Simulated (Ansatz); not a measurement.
Cost and result by functional for the adsorption energy of CH3 on the 1x1 (110) surface of bcc Ta, one in a 2x2 cell, started at the site 'hollow Ta-Ta-Ta', in Ansatz (plane waves, PAW). Single points on the PBE structure, on one kind of machine; costs are rough ratios of the slab run's core time (references not counted) to the cheapest single point. r2SCAN's cost holds its higher cutoff (500 against 420 eV). Differences are taken against r2SCAN for comparison alone: no measured value is at hand, so the table doesn't rank accuracy.

Model: 20-atom slab, 6.8 Å thick at the start under the adsorbate (thin: gaps and levels are the slab's own), 5x5x1 mesh, Fermi-Dirac 0.1 eV, dipole correction, 8 atoms held, the rest relaxed; no symmetry held; no spin, no spin-orbit, no U, no dispersion correction. At the end it is bonded to 3 Ta. In PBE it is, or lies within 0.03 eV of, the lowest of the starts that converged. These notes are the PBE run's. Adsorption energies are against CH4(g) − ½ H2(g). A negative adsorption energy means that the adsorbate is more stable on the surface than in its reference.

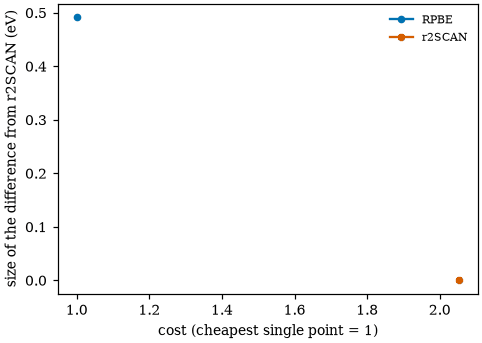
Figure. Difference from r2SCAN against cost

| functional | relative cost | adsorption energy (eV) | less r2SCAN (eV) |
|---|---|---|---|
| RPBE | 1 | 0.19 | 0.49 |
| r2SCAN | 2 | -0.31 | 0.00 |
| PBE (the relaxed run's value) | – | -0.07 | 0.23 |

The values span 0.49 eV, while the single points' costs differ by a factor of roughly 2. Differences are of unrounded values.

Ansatz is a program for electronic structure.
